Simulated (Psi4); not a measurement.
**CH3BF3Ge+ (SMILES [CH3][Ge+]([F])[B](F)F): TPSSh/def2-SVP**

What is the vertical ionisation energy of CH3BF3Ge+ at TPSSh/def2-SVP? 

The results are computed with Psi4 1.11.

6 further runs of the same task are left out: 4 that didn't finish, 2 set aside as unsound or not needed.

**1. Starting point**

CH3BF3Ge+ has 9 atoms, charge +1, and is taken as a singlet. SMILES: `[CH3][Ge+]([F])[B](F)F`. The shape comes from GFN2-xTB, which is rough for such elements, and wasn't checked as a minimum.

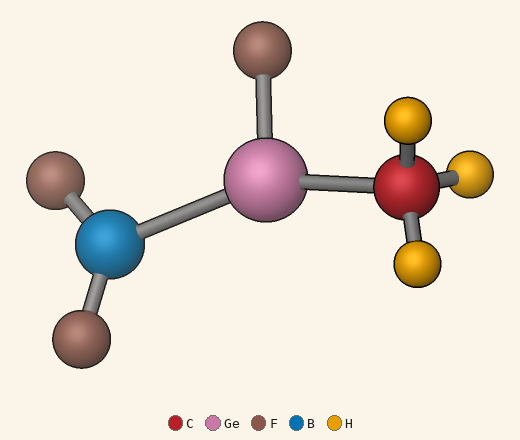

Viewed from a chosen angle; carbon red, germanium pink, fluorine brown, boron blue, hydrogen amber.

**2. Energy and forces at TPSSh/def2-SVP**

ch3bf3ge.xyz reads:

```xyz
9
CH3BF3Ge
C     -1.827570    -0.232630    -0.019740
Ge     0.127990     0.202360    -0.000590
F      0.165210     1.931220    -0.020140
B      2.303130    -0.280720     0.029180
F      3.084040     0.724700     0.087070
F      2.676590    -1.500590    -0.012720
H     -2.003290    -1.308940    -0.075000
H     -2.263930     0.280640    -0.885140
H     -2.262170     0.183950     0.897070
```

run.py reads:

```python
import numpy as np
from ase.calculators.psi4 import Psi4
from ase.io import read

a = read('ch3bf3ge.xyz')
calc = Psi4(atoms=a, method='tpssh', basis='def2-SVP', memory='1600MB', num_threads=1, charge=1, multiplicity=1, label='ch3bf3ge')
calc.psi4.set_options({'puream': True, 'e_convergence': 1e-09, 'd_convergence': 1e-08, 'scf_type': 'pk', 'dft_radial_points': 99, 'dft_spherical_points': 590})
a.calc = calc

forces = a.get_forces()
print(f'energy: {a.get_potential_energy():.6f} eV')
print('forces / eV A^-1')
print(np.round(forces, 5))
```

Command:

```sh
python run.py
```

ch3bf3ge.dat:

```text
[...]
  Running in c1 symmetry.
[...]
  Nuclear repulsion =  431.116058451647575
[...]
  Multiplicity = 1
[...]
  Nalpha       = 36
  Nbeta        = 36
[...]
    Number of basis functions: 117
[...]
   @RKS iter   1: -2439.31189870238677   -2.31038e+00   2.02238e-02 ADIIS/DIIS
[...]
   @RKS iter  13: -2440.55637694743064   -2.72848e-12   2.75630e-09 DIIS
[...]
    Orbital Energies [Eh]
    ---------------------
    Doubly Occupied:
       1A   -398.719488     2A    -49.857350     3A    -44.365241
       4A    -44.361700     5A    -44.359969     6A    -24.844789
       7A    -24.844223     8A    -24.801634     9A    -10.358688
      10A     -7.053416    11A     -6.442530    12A     -4.618639
      13A     -4.609535    14A     -4.602673    15A     -1.458138
      16A     -1.448253    17A     -1.442940    18A     -1.441492
      19A     -1.436528    20A     -1.419953    21A     -1.396977
      22A     -1.308254    23A     -0.895509    24A     -0.771085
      25A     -0.742262    26A     -0.731309    27A     -0.689400
      28A     -0.681273    29A     -0.629320    30A     -0.618919
      31A     -0.615225    32A     -0.612976    33A     -0.598334
      34A     -0.590525    35A     -0.583862    36A     -0.515480
[...]
  @RKS Final Energy: -2440.55637694743064
   => Energetics <=
    Nuclear Repulsion Energy =            431.1160584516475751
    One-Electron Energy =               -4240.3177212825239621
    Two-Electron Energy =                1477.6482837835621922
    DFT Exchange-Correlation Energy =    -109.0029979001159859
    Empirical Dispersion Energy =           0.0000000000000000
    VV10 Nonlocal Energy =                  0.0000000000000000
    Total Energy =                      -2440.5563769474306355
[...]
 Multipole Moments:
 ------------------------------------------------------------------------------------
     Multipole            Electronic (a.u.)      Nuclear  (a.u.)        Total (a.u.)
 ------------------------------------------------------------------------------------
 L = 1.  Multiply by 2.5417464519 to convert [e a0] to [Debye]
 Dipole X            :          5.9543276           -7.2708893           -1.3165617
 Dipole Y            :          0.4973666           -1.5216615           -1.0242949
 Dipole Z            :          0.0668215           -0.0661785            0.0006431
 Magnitude           :                                                    1.6680872
[...]
  -Total Gradient:
     Atom            X                  Y                   Z
    ------   -----------------  -----------------  -----------------
       1       -0.018842068194     0.003452065917     0.000118485814
       2        0.010707337772    -0.010696010738     0.000245241335
       3       -0.000572844144     0.006456699704    -0.000095501720
       4        0.020753323396     0.000573704581     0.000126883107
       5       -0.006076364197    -0.017697711691    -0.000848175461
       6       -0.001416165460     0.019595810274     0.000831330147
       7       -0.000815426133     0.004498091023     0.000143087316
       8       -0.001964232554    -0.003310499328     0.003978165063
       9       -0.001750822993    -0.002851277467    -0.004521768966
[...]
```

On the terminal:

```text
energy: -66410.921687 eV
forces / eV A^-1
[[ 0.9689  -0.17751 -0.00609]
 [-0.55059  0.55001 -0.01261]
 [ 0.02946 -0.33202  0.00491]
 [-1.06718 -0.0295  -0.00652]
 [ 0.31246  0.91005  0.04361]
 [ 0.07282 -1.00766 -0.04275]
 [ 0.04193 -0.2313  -0.00736]
 [ 0.101    0.17023 -0.20457]
 [ 0.09003  0.14662  0.23252]]
```

Wall time 62 s (1 thread of AMD EPYC 9R14 (Zen 4), shared host); peak memory 0.78 GiB.

**3. Doublet [CH3BF3Ge]2+, same level**

ch3bf3ge.py reads:

```python
import psi4

psi4.set_memory('1600 MB')
psi4.set_num_threads(1)
psi4.core.set_output_file('ch3bf3ge.out', False)

mol = psi4.geometry("""
2 2
C
Ge 1 2.003447
F 2 1.729371 1 103.76596
B 2 2.228337 3 101.29543 1 179.92865
F 4 1.274379 2 115.3229 3 3.0259
F 4 1.276445 5 125.18282 2 179.91837
H 1 1.091959 2 111.81238 3 176.29358
H 1 1.09671 7 110.937 2 119.50696
H 1 1.096794 7 110.66542 8 121.01609
symmetry c1
""")

psi4.set_options({
    'reference': 'uks',
    'puream': True,
    'e_convergence': 1e-09,
    'd_convergence': 1e-08,
    'scf_type': 'pk',
    'dft_radial_points': 99,
    'dft_spherical_points': 590,
    'maxiter': 100,
})

e, wfn = psi4.gradient('tpssh/def2-SVP', return_wfn=True)
psi4.oeprop(wfn, 'MAYER_INDICES', 'WIBERG_LOWDIN_INDICES', 'QUADRUPOLE')
print('gradient / Eh bohr^-1')
print(e.np.round(6))
print(f'energy = {wfn.energy():.10f} Eh')
```

Command:

```sh
python ch3bf3ge.py
```

ch3bf3ge.out, shortened:

```text
[...]
  Running in c1 symmetry.
[...]
  Nuclear repulsion =  431.116030251752250
[...]
  Multiplicity = 2
[...]
  Nalpha       = 36
  Nbeta        = 35
[...]
    Number of basis functions: 117
[...]
   @UKS iter   1: -2438.65336240748638   -1.65185e+00   2.04515e-02 DIIS/ADIIS
[...]
   @UKS iter  16: -2439.94045248665725   -6.36646e-12   8.34972e-09 DIIS
[...]
   @S^2 Observed:                7.572773320E-01
[...]
  @UKS Final Energy: -2439.94045248665725
   => Energetics <=
    Nuclear Repulsion Energy =            431.1160302517522496
    One-Electron Energy =               -4222.2737448561820202
    Two-Electron Energy =                1459.8530869868441187
    DFT Exchange-Correlation Energy =    -108.6358248690716408
    Empirical Dispersion Energy =           0.0000000000000000
    VV10 Nonlocal Energy =                  0.0000000000000000
    Total Energy =                      -2439.9404524866572501
[...]
  -Total Gradient:
     Atom            X                  Y                   Z
    ------   -----------------  -----------------  -----------------
       1        0.000334172833    -0.009298228305     0.033865343337
       2       -0.000097073680     0.040396028252     0.013101124888
       3        0.000016413101    -0.019517824015     0.001385038676
       4        0.000044697833    -0.029953748710    -0.059993288473
       5       -0.000594552506     0.017919213375     0.017800101519
       6        0.000557585185     0.000048100470     0.024897659013
       7        0.000801807749    -0.013844939550    -0.007306296284
       8        0.013622897136     0.008050380471    -0.012027816439
       9       -0.014706855696     0.006187154668    -0.011693387614
[...]
 Multipole Moments:
 ------------------------------------------------------------------------------------
[...]
```

On the terminal:

```text
gradient / Eh bohr^-1
[[ 3.3400e-04 -9.2980e-03  3.3865e-02]
 [-9.7000e-05  4.0396e-02  1.3101e-02]
 [ 1.6000e-05 -1.9518e-02  1.3850e-03]
 [ 4.5000e-05 -2.9954e-02 -5.9993e-02]
 [-5.9500e-04  1.7919e-02  1.7800e-02]
 [ 5.5800e-04  4.8000e-05  2.4898e-02]
 [ 8.0200e-04 -1.3845e-02 -7.3060e-03]
 [ 1.3623e-02  8.0500e-03 -1.2028e-02]
 [-1.4707e-02  6.1870e-03 -1.1693e-02]]
energy = -2439.9404524867 Eh
```

Wall time 1.8 min (1 thread of AMD EPYC 9R14 (Zen 4), shared host); peak memory 0.73 GiB.

**4. Summary of results**

Level: TPSSh/def2-SVP.

| quantity | value |
| --- | --- |
| singlet CH3BF3Ge+: total energy | -2440.55638 Eh |
| singlet CH3BF3Ge+: HOMO energy | -14.03 eV |
| singlet CH3BF3Ge+: LUMO energy | -9.44 eV |
| singlet CH3BF3Ge+: HOMO–LUMO gap | 4.59 eV |
| singlet CH3BF3Ge+: largest force on an atom | 1.068 eV/Å |
| doublet [CH3BF3Ge]2+: total energy | -2439.94045 Eh |
| doublet [CH3BF3Ge]2+: HOMO energy (highest over α and β) | -21.23 eV |
| doublet [CH3BF3Ge]2+: LUMO energy (lowest over α and β) | -19.47 eV |
| doublet [CH3BF3Ge]2+: ⟨S²⟩ | 0.757 |
| doublet [CH3BF3Ge]2+: largest force on an atom | 3.448 eV/Å |
| vertical ionisation energy (to the doublet dication) | 16.760 eV |

What this shows: The vertical ionisation energy comes to 16.76 eV (386 kcal/mol). The largest force (singlet CH3BF3Ge+) is 1.07 eV/Å: the shape isn't a stationary point for this species at this level. −ε(HOMO) before ionisation, 14.03 eV, is 2.73 eV below this ionisation energy.
